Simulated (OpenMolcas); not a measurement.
Run report: SH⁺, relativistic diatomic calculation (part 2 of 2)

The same run, continued: SH⁺. Method: SA-CASSCF(4,4)/XMS-CASPT2 + RASSI spin-orbit (X2C scalar, AMFI), ANO-RCC-VTZP (OpenMolcas).

### The program's output (extracts), continued
```
++ Dipole transition strengths (spin-free states):
     for osc. strength at least  1.00000000E-05
      From   To        Osc. strength     Einstein coefficients Ax, Ay, Az (sec-1)    Total A (sec-1)
         1    5       3.12647975E-03  3.02319590E+06  5.90941032E+03  0.00000000E+00  3.02910531E+06
         1    6       3.12647974E-03  5.90941052E+03  3.02319609E+06  0.00000000E+00  3.02910550E+06
         2    7       1.97693103E-03  6.12224219E+04  1.25574106E+06  0.00000000E+00  1.31696348E+06
         2    8       1.97693105E-03  1.25574113E+06  6.12224269E+04  0.00000000E+00  1.31696356E+06
         3    7       1.97692900E-03  1.25573719E+06  6.12222339E+04  0.00000000E+00  1.31695943E+06
         3    8       1.97692903E-03  6.12222385E+04  1.25573727E+06  0.00000000E+00  1.31695951E+06
         4    7       8.02632286E-04  2.23810524E+05  2.46805729E+04  0.00000000E+00  2.48491097E+05
         4    8       8.02632354E-04  2.46805754E+04  2.23810560E+05  0.00000000E+00  2.48491135E+05
 Electric-quadrupole - electric-quadrupole not included
 Electric-dipole - electric-octupole not included
 Electric-dipole - magnetic-quadrupole not included
   Eigenvalues of complex Hamiltonian:
  (Shifted by EMIN (a.u.) =       -398.9733563558)
 SO State       Relative EMIN(au)   Rel lowest level(eV)    D:o, cm**(-1)      Omega
     1            -0.0000426021        0.0000000000              0.0000         0.0
     2            -0.0000055248        0.0010089256              8.1375         1.0
     3            -0.0000055248        0.0010089256              8.1375         1.0
     4             0.0471544010        1.2842958805          10358.5449         2.0
     5             0.0471545486        1.2842998959          10358.5772         2.0
     6             0.0930135734        2.5321875348          20423.4698         0.0
     7             0.1727163265        4.7010099326          37916.2022         2.0
     8             0.1727163265        4.7010099324          37916.2022         2.0
     9             0.1736086333        4.7252908375          38112.0409         1.0
    10             0.1736086389        4.7252909903          38112.0421         1.0
    11             0.1745853458        4.7518685392          38326.4045         0.0
    12             0.1746065471        4.7524454550          38331.0576         0.0
    13             0.1911973559        5.2039043615          41972.3193         1.0
    14             0.1911973594        5.2039044568          41972.3200         1.0
    15             0.3106758324        8.4550793347          68194.8139         0.0
    16             0.3106764177        8.4550952603          68194.9423         1.0
    17             0.3106764177        8.4550952603          68194.9423         1.0
    18             0.3106781734        8.4551430368          68195.3277         2.0
    19             0.3106781734        8.4551430368          68195.3277         2.0
 Weights of the five most important spin-orbit-free states for each spin-orbit state.
 SO State  Total energy (au)           Spin-free states, spin, and weights
    1        -0.000043       1 1.0  0.9996    4 0.0  0.0004    5 1.0  0.0000    6 1.0  0.0000    3 0.0  0.0000
    2        -0.000006       1 1.0  1.0000    7 0.0  0.0000    5 1.0  0.0000    8 0.0  0.0000    6 1.0  0.0000
    3        -0.000006       1 1.0  1.0000    8 0.0  0.0000    6 1.0  0.0000    7 0.0  0.0000    5 1.0  0.0000
    4         0.047154       2 0.0  0.9999    5 1.0  0.0000    6 1.0  0.0000    9 2.0  0.0000    1 1.0  0.0000
    5         0.047155       3 0.0  0.9999    5 1.0  0.0000    6 1.0  0.0000    9 2.0  0.0000    1 1.0  0.0000
    6         0.093014       4 0.0  0.9994    1 1.0  0.0004    5 1.0  0.0001    6 1.0  0.0001    3 0.0  0.0000
    7         0.172716       5 1.0  0.5000    6 1.0  0.5000    3 0.0  0.0001    9 2.0  0.0000    2 0.0  0.0000
    8         0.172716       5 1.0  0.5000    6 1.0  0.5000    2 0.0  0.0001    9 2.0  0.0000    3 0.0  0.0000
    9         0.173609       5 1.0  0.9976    7 0.0  0.0021    8 0.0  0.0003    1 1.0  0.0000    9 2.0  0.0000
   10         0.173609       6 1.0  0.9976    8 0.0  0.0021    7 0.0  0.0003    1 1.0  0.0000    9 2.0  0.0000
   11         0.174585       6 1.0  0.5000    5 1.0  0.5000    9 2.0  0.0000    2 0.0  0.0000    3 0.0  0.0000
   12         0.174607       6 1.0  0.4999    5 1.0  0.4999    4 0.0  0.0002    1 1.0  0.0000    3 0.0  0.0000
   13         0.191197       7 0.0  0.9976    5 1.0  0.0021    6 1.0  0.0003    1 1.0  0.0000    8 0.0  0.0000
   14         0.191197       8 0.0  0.9976    6 1.0  0.0021    5 1.0  0.0003    1 1.0  0.0000    7 0.0  0.0000
   15         0.310676       9 2.0  1.0000    6 1.0  0.0000    5 1.0  0.0000    2 0.0  0.0000    3 0.0  0.0000
   16         0.310676       9 2.0  1.0000    6 1.0  0.0000    5 1.0  0.0000    8 0.0  0.0000    7 0.0  0.0000
   17         0.310676       9 2.0  1.0000    6 1.0  0.0000    5 1.0  0.0000    8 0.0  0.0000    7 0.0  0.0000
   18         0.310678       9 2.0  1.0000    6 1.0  0.0000    5 1.0  0.0000    3 0.0  0.0000    2 0.0  0.0000
   19         0.310678       9 2.0  1.0000    6 1.0  0.0000    5 1.0  0.0000    3 0.0  0.0000    2 0.0  0.0000
++ Dipole transition strengths (SO states):
        for osc. strength at least   1.00000000E-05
      From   To        Osc. strength     Einstein coefficients Ax, Ay, Az (sec-1)    Total A (sec-1)
         1    9       3.11362307E-03  3.01094946E+06  5.75436447E+03  0.00000000E+00  3.01670383E+06
         1   10       3.11362306E-03  5.75436455E+03  3.01094965E+06  0.00000000E+00  3.01670401E+06
         1   13       1.33386073E-05  1.41290552E+04  1.54490170E+03  0.00000000E+00  1.56739570E+04
         1   14       1.33386081E-05  1.54490039E+03  1.41290580E+04  0.00000000E+00  1.56739584E+04
         2    7       1.55461277E-03  1.48978170E+06  3.60388890E+02  0.00000000E+00  1.49014209E+06
         2    8       1.55458300E-03  3.50589003E+02  1.48976297E+06  0.00000000E+00  1.49011356E+06
         2   11       1.57165589E-03  1.20469613E+04  1.52721100E+06  0.00000000E+00  1.53925796E+06
         2   12       1.57176928E-03  1.52769193E+06  1.20509683E+04  0.00000000E+00  1.53974290E+06
         3    7       1.55458305E-03  3.50589213E+02  1.48976302E+06  0.00000000E+00  1.49011361E+06
         3    8       1.55461282E-03  1.48978175E+06  3.60389101E+02  0.00000000E+00  1.49014214E+06
         3   11       1.57164682E-03  1.52720197E+06  1.20471046E+04  0.00000000E+00  1.53924908E+06
         3   12       1.57177825E-03  1.20508267E+04  1.52770086E+06  0.00000000E+00  1.53975169E+06
         4   13       1.97271633E-03  6.04359235E+04  1.25466646E+06  0.00000000E+00  1.31510239E+06
         4   14       1.97271635E-03  1.25466654E+06  6.04359286E+04  0.00000000E+00  1.31510247E+06
         5   13       1.97271430E-03  1.25466260E+06  6.04357379E+04  0.00000000E+00  1.31509834E+06
         5   14       1.97271434E-03  6.04357427E+04  1.25466268E+06  0.00000000E+00  1.31509843E+06
         6   12       1.05958382E-05  0.00000000E+00  0.00000000E+00  2.26647912E+03  2.26647912E+03
         6   13       7.98189988E-04  2.22859510E+05  2.43679326E+04  0.00000000E+00  2.47227443E+05
         6   14       7.98190055E-04  2.43679352E+04  2.22859546E+05  0.00000000E+00  2.47227481E+05
         9   13       1.55253593E-05  0.00000000E+00  0.00000000E+00  1.54319619E+02  1.54319619E+02
        10   14       1.55253614E-05  0.00000000E+00  0.00000000E+00  1.54319603E+02  1.54319603E+02
 Electric-quadrupole - electric-quadrupole not included
 Electric-dipole - electric-octupole not included
 Electric-dipole - magnetic-quadrupole not included
```

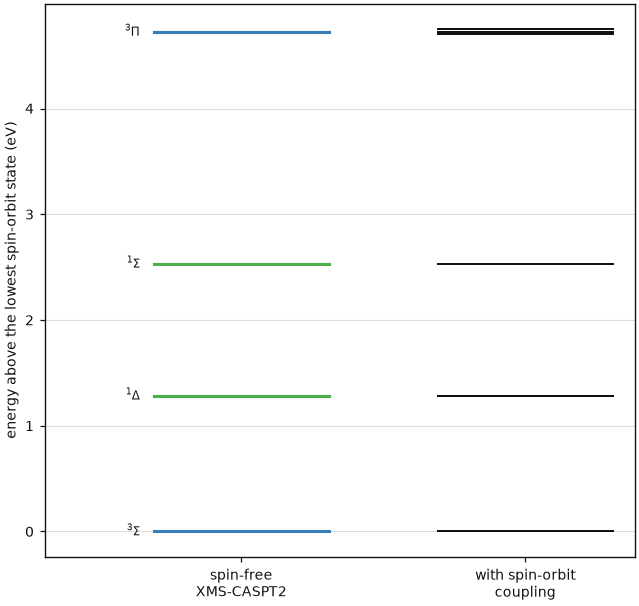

**Figure 2.** States up to 5.1 eV at 1.381 Å, without spin-orbit coupling (left, a colour for each spin multiplicity) and with it (right, where close levels merge). The spin-free states run ³Σ (0.00 eV), ¹Δ (1.28 eV), ¹Σ (2.53 eV), ³Π (4.73 eV) from the lowest. The lowest spin-orbit levels have |Ω| = 0 (0 cm⁻¹), 1 (8 cm⁻¹), 2 (10,359 cm⁻¹), 0 (20,423 cm⁻¹), 2 (37,916 cm⁻¹).

Outcome of the run: converged.
